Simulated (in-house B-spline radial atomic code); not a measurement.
All numbers are computed, not measured: non-relativistic LC-wPBE, spin-polarised, spherical fractional occupations, point nucleus, basis-set limit (an in-house B-spline radial code). The occupation of the 4s shell is varied from Cu⁺ ([Ar] 3d10) to Cu ([Ar] 3d10 4s1 (high spin)), with spherical fractional occupations. Wanted, and plotted below: the total energy less the straight line between the end points, and the eigenvalue of 4s↑ (the dashed line is minus the energy to take the whole electron out).

The curve is nearly straight, with the largest deviation among the points computed, 0.00 eV, at 0.73. The end points differ by 7.60 eV, the energy to take the electron out. The eigenvalue, which is the slope of the energy (Janak's theorem), moves from −7.63 eV at 0.05 to −7.57 eV at 1; for a straight line it would stay constant, and a parabola would sag by an eighth of this change, scaled to a whole electron, 0.01 eV. Exact exchange at spherical fractional occupations leaves self-interaction in partly filled shells, which adds to the curvature.

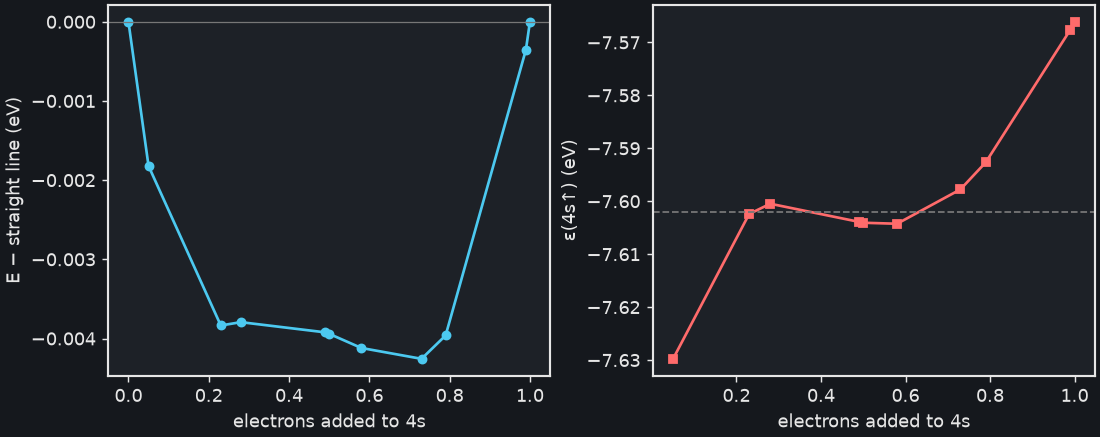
